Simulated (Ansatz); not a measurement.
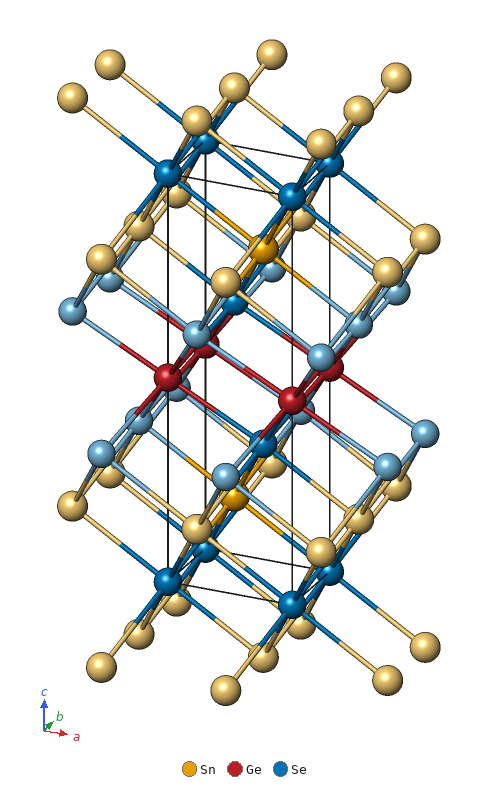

The figure gives a ball-and-stick picture of the atoms, viewed slightly off an axis. Lines trace the edges of the conventional unit cell. Every bond is drawn to its end, so some atoms lie outside the box, in fainter colours.

Sn2GeSe3, space group P-3m1 (No. 164), a = 4.188 Å, b = 4.188 Å, c = 10.299 Å, α = 90.00°, β = 90.00°, γ = 120.00°. It goes back to a structure type filled with these elements by a generator (whether the compound takes this form wasn't checked). Earlier steps of the study may have refined or changed the cell and positions. It went into a calculation with Ansatz.

This one geometry was computed with Ansatz (DFT, plane waves, PAW) at four levels of theory: LDA, PBE, r2SCAN and HSE06.

Which level gives the highest pressure at this volume, and what does that say about its equilibrium volume?

Highest: PBE (0.0 GPa), which points to the largest equilibrium volume. Lowest, with the smallest volume: LDA (-4.3 GPa). Levels within 0.5 GPa of each other can't be told apart.

How does the band gap change with the level of theory?

LDA: a gap of 0.01 eV, indirect; PBE: a gap of 0.03 eV, indirect; r2SCAN: a gap of 0.09 eV, direct; HSE06: a gap of 0.14 eV, indirect.

Collect the results in a table.

| level | cutoff (eV) | k-mesh of the run's cell | gap (eV) | pressure (GPa) |
| --- | --- | --- | --- | --- |
| LDA | 420 | 12×12×4 | 0.01 | -4.3 |
| PBE | 420 | 12×12×4 | 0.03 | 0.0 |
| r2SCAN | 500 | 12×12×4 | 0.09 | -1.2 |
| HSE06 | 420 | 6×6×2 | 0.14 | -1.6 |

Gaps are taken on the k-mesh or band path of each run.
